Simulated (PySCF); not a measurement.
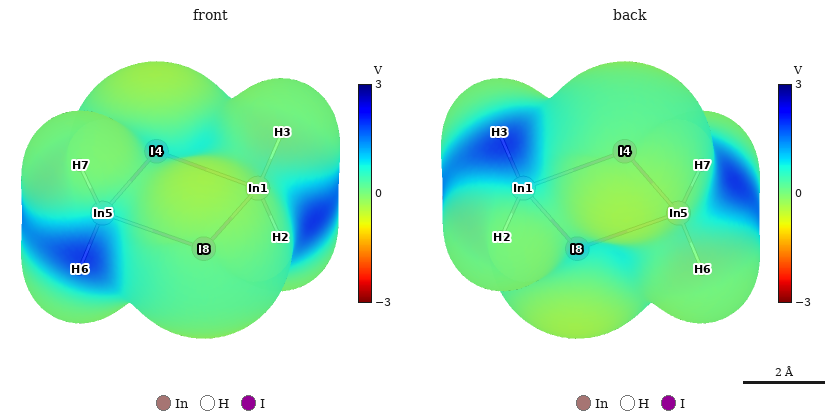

Figure. H4I2In2 ((H2In-mu-I)2). The electrostatic potential painted on the density surface at 0.002 e/bohr³, seen from the front and from behind; the colour scale runs from red (negative) to blue (positive).

Geometry: PBE0-D3(BJ)/def2-SVP; core potentials replace the inner electrons of In and I.

Computed with PBE0/def2-SVPD, SCF density, gas phase, scalar-relativistic core potentials on the heavy atoms (PySCF 2.14.0).

```xyz
8

In   -0.8499   -0.6887    1.6632
H    -1.3155   -2.3200    1.4593
H    -0.8965    0.5259    2.8644
I     1.9136   -0.6178    0.7153
In    0.8840    0.6603   -1.6843
H     0.9137   -0.5709   -2.8687
H     1.3612    2.2925   -1.5108
I    -1.8724    0.6329   -0.7222
```

Question: Where is the surface potential most negative and most positive?

Answer: The most negative region (about −0.4 V) lies over I4 and I8, the most positive (about +2.0 V) over In1 and In5.

Question: What dipole moment does the calculation give?

Answer: Its dipole moment is 0.04 D.
